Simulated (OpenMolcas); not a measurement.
**[H2]+ (SMILES [H][H+]) at UBP86/def2-SVPD**

Aim: the vertical electron affinity of [H2]+ at UBP86/def2-SVPD, from 2 runs. 

The calculation is run with OpenMolcas 26.06.

### 1 The molecule

The species is [H2]+ (2 atoms), meant as a doublet with charge +1. SMILES: `[H][H+]`. The shape is that of a GFN2-xTB optimisation.

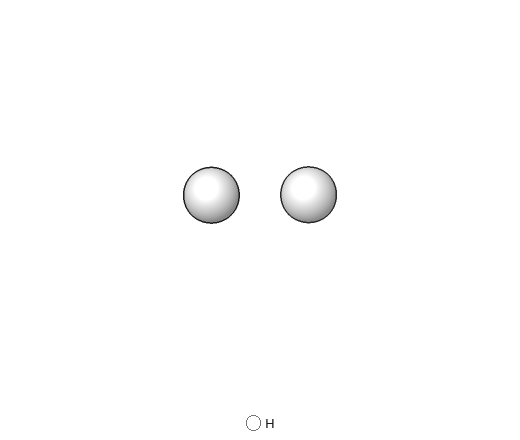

Viewed from a chosen angle; hydrogen white.

### 2 Energy and forces at UBP86/def2-SVPD

File coord.xyz:

```xyz
2

H      0.000000     0.000000     0.000000
H      0.000000     0.000000     1.026910
```

File job.input:

```
* H2 Kohn-Sham DFT

&GATEWAY
  BasLib
  $CurrDir
  Coord
  coord.xyz
  Basis
  def2-SVPD
  Group
  NoSym

&SEWARD
  GridInput
  Grid=SG1Grid
  End of Grid

&SCF
  UHF
  Charge
  1
  Spin
  2
  KSDFT
  2
  1.0 GGA_X_B88
  1.0 GGA_C_P86
  PrOrbitals
  0

&ALASKA
```

The basis set def2-SVPD is read from a file made from the Basis Set Exchange's data (not shown).

Run with:

```bash
$ export MOLCAS_MEM=1860
$ pymolcas job.input > job.log
```

What it wrote:

```text
--- Start Module: gateway ---
[...]
--- Stop Module: gateway /rc=_RC_ALL_IS_WELL_ ---
[...]
      Basis functions           16
[...]
--- Start Module: scf ---
[...]
       Convergence after   8 Iterations
[...]
::    Total KS-DFT energy                              -0.6070612204
[...]
      Total spin, S                                     0.5000000000
[...]
      Total electronic charge=    1.000000
      Total            charge=    1.000000
[...]
      Dipole Moment (debye):
      Origin of the operator (angstrom)=    0.0000    0.0000    0.5135
                   X=  6.7090E-17               Y=  6.0922E-17               Z= -4.3210E-16           Total=  4.4150E-16
      Center of Charge (angstrom)
[...]
--- Stop Module: scf /rc=_RC_ALL_IS_WELL_ ---
--- Start Module: alaska ---
[...]
 *              Molecular gradients               *
 **************************************************
  Irreducible representation: a
 ------------------------------------------------------------------------------------------
                              X                       Y                       Z
 ------------------------------------------------------------------------------------------
  H1               -8.71944416604153E-17   -4.40398004223848E-17    2.00649573421175E-02
  H2                8.54597181844384E-17    4.44734812913789E-17   -2.00649573421176E-02
 ------------------------------------------------------------------------------------------
--- Stop Module: alaska /rc=_RC_ALL_IS_WELL_ ---
[...]
```

Wall time 2.3 s (1 thread of Arm Neoverse V1, shared host); peak memory 0.37 GiB.

### 3 Singlet neutral H2, same level

coord.xyz is that of step 2.

File job.input:

```
* H2 Kohn-Sham DFT

&GATEWAY
 BasLib
 $CurrDir
 Coord
 coord.xyz
 Basis
 def2-SVPD
 Group
 NoSym

&SEWARD
 GridInput
 Grid=SG1Grid
 End of Grid

&SCF
 KSDFT
 2
 1.0 GGA_X_B88
 1.0 GGA_C_P86
 PrOrbitals
 0

&ALASKA
```

The basis set def2-SVPD is read from a file made from the Basis Set Exchange's data (not shown).

Run with:

```bash
$ export MOLCAS_MEM=1860
$ pymolcas job.input > job.log
```

What it wrote:

```text
--- Start Module: gateway ---
[...]
--- Stop Module: gateway /rc=_RC_ALL_IS_WELL_ ---
[...]
      Basis functions           16
[...]
--- Start Module: scf ---
[...]
       Convergence after   5 Iterations
[...]
::    Total KS-DFT energy                              -1.1465243660
[...]
      Total spin, S                                     0.0000000000
[...]
      Total electronic charge=    2.000000
      Total            charge=   -0.000000
[...]
      Dipole Moment (debye):
      Origin of the operator (angstrom)=    0.0000    0.0000    0.5135
                   X=  1.0865E-16               Y= -2.2622E-17               Z=  4.0065E-15           Total=  4.0080E-15
      Quadrupole Moment (debye*angstrom):
[...]
--- Stop Module: scf /rc=_RC_ALL_IS_WELL_ ---
--- Start Module: alaska ---
[...]
 *              Molecular gradients               *
 **************************************************
  Irreducible representation: a
 ------------------------------------------------------------------------------------------
                              X                       Y                       Z
 ------------------------------------------------------------------------------------------
  H1               -1.08717941354175E-16   -4.62902890536428E-17   -8.24264258172431E-02
  H2                1.08663731245550E-16    5.08439381780820E-17    8.24264258172434E-02
 ------------------------------------------------------------------------------------------
--- Stop Module: alaska /rc=_RC_ALL_IS_WELL_ ---
[...]
```

Wall time 2 s (1 thread of Arm Neoverse V1, shared host); peak memory 0.37 GiB.

### 4 Outcome

Level: UBP86/def2-SVPD.

| quantity | value |
| --- | --- |
| doublet [H2]+: total energy | -0.60706 Eh |
| doublet [H2]+: HOMO energy (highest over α and β) | -24.03 eV |
| doublet [H2]+: ⟨S²⟩ | 0.750 |
| doublet [H2]+: largest force on an atom | 1.032 eV/Å |
| singlet neutral H2: total energy | -1.14652 Eh |
| singlet neutral H2: dipole moment | 0.00 D |
| singlet neutral H2: HOMO energy | -9.26 eV |
| singlet neutral H2: LUMO energy | -0.62 eV |
| singlet neutral H2: HOMO–LUMO gap | 8.64 eV |
| singlet neutral H2: largest force on an atom | 4.239 eV/Å |
| vertical electron affinity (to the singlet neutral) | 14.680 eV |

**Reading.** At fixed nuclei the extra electron is bound by 14.68 eV (339 kcal/mol). The largest force (doublet [H2]+) is 1.03 eV/Å: the shape isn't a stationary point for this species at this level.
